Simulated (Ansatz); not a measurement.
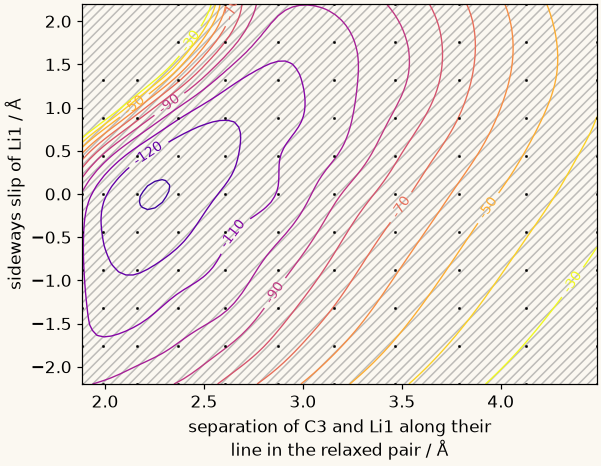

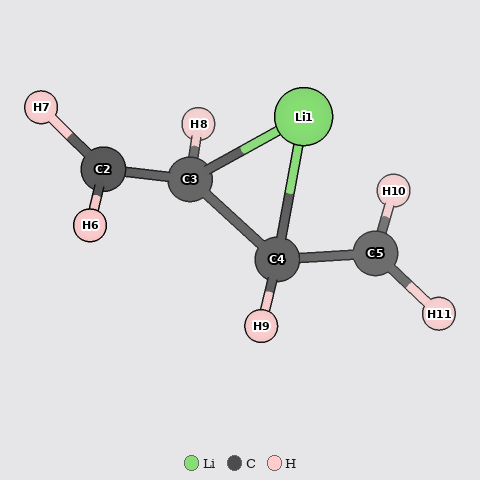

Energy landscape of C4H6Li, charge +1. The first coordinate is: separation of C3 and Li1 along their line in the relaxed pair; the second: sideways slip of Li1. Nothing is relaxed (both partners rigid). The grid has 11 × 11 points. At 6 points there is no value (left out of the scan, as a rule where atoms come close). Points are written as (first, second). Energies are in kJ/mol, from the ion and the molecule far apart, frozen as in the relaxed pair, each in its own basis (no counterpoise correction). Computed with Ansatz 0.2.0, RKS PBE0-D4/def2-SVPD.

Drawn: contour lines labelled in kJ/mol (none above −30), dots at the grid points, hatched blanks where no value was computed. Between grid points the surface is interpolated. The second picture is the structure at the lowest point.

### What does the map say about the system?

The lowest grid point is at (2.160 Å, 0.00 Å), −129 kJ/mol from the ion and the molecule far apart, frozen as in the relaxed pair, each in its own basis (no counterpoise correction). It is the only kind of minimum in the scanned range. The highest grid point, (1.886 Å, 1.32 Å), lies 381 kJ/mol above the lowest. Round the minimum the valley is somewhat tilted: raising the first coordinate shifts the best value of sideways slip of Li1 upwards (coupling k₁₂/√(k₁₁k₂₂) about −0.5).

The values on the grid:

```csv
"second ↓, first →",1.886,1.990,2.160,2.368,2.607,2.872,3.158,3.464,3.789,4.130,4.486
2.20,–,–,–,56,−59,−97,−98,−88,−72,−55,−40
1.76,–,–,–,0,−80,−106,−103,−93,−75,−57,−42
1.32,251,138,14,−67,−105,−113,−104,−93,−74,−56,−42
0.88,34,−20,−75,−109,−120,−114,−104,−89,−70,−53,−40
0.44,−65,−92,−117,−126,−123,−111,−101,−82,−64,−49,−37
0.00,−101,−118,−129,−129,−119,−110,−92,−74,−58,−45,−34
−0.44,−109,−121,−127,−123,−112,−102,−84,−67,−53,−41,−31
−0.88,−109,−117,−121,−115,−107,−94,−77,−61,−48,−37,−28
−1.32,−109,−113,−114,−107,−101,−86,−70,−55,−43,−33,−26
−1.76,−108,−109,−105,−99,−91,−76,−62,−49,−38,−30,−23
−2.20,−101,−99,−95,−89,−78,−65,−53,−42,−33,−26,−20
```

Time for the 115 points that were run: 9.8 min on 1 thread of AMD EPYC 7B13 (Zen 3), on a shared host.
